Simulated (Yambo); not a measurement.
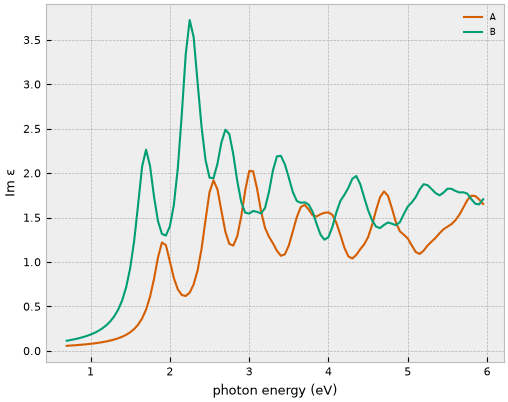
*Two computed absorption spectra of ZnO (wurtzite, space group P6_3mc, No. 186) (Yambo, PBE bands with the same scissor, field along x)*

Axes are Cartesian, with cell vectors (Å) (3.24, 0.00, 0.00), (-1.62, 2.80, 0.00), (0.00, 0.00, 5.22).

### Question
Which curve includes the electron-hole attraction (BSE)?

### Answer
Curve B: the attraction moves weight to lower energy (centre of the plotted range 3.6 eV against 3.9 eV). Settings: 12×12×6 mesh, 5 valence and 2 conduction bands, static screening with 42 bands and a 4 Ry block, scissor 1.04 eV, Tamm-Dancoff. The scissor comes from a G0W0 run whose convergence isn't established. Broadening 0.15 eV. The band window holds all transitions up to 6.0 eV. On this mesh the peak heights and the fine structure are mesh artefacts; only the shift of weight is robust.

Geometry of the Materials Project entry, not relaxed at this level; primitive cell a = b = 3.237 Å, c = 5.222 Å, α = β = 90.00°, γ = 120.00°.

With a shallow 3d shell G0W0 needs far more bands and larger blocks than here, so the scissor is uncertain by tenths of an eV or more.
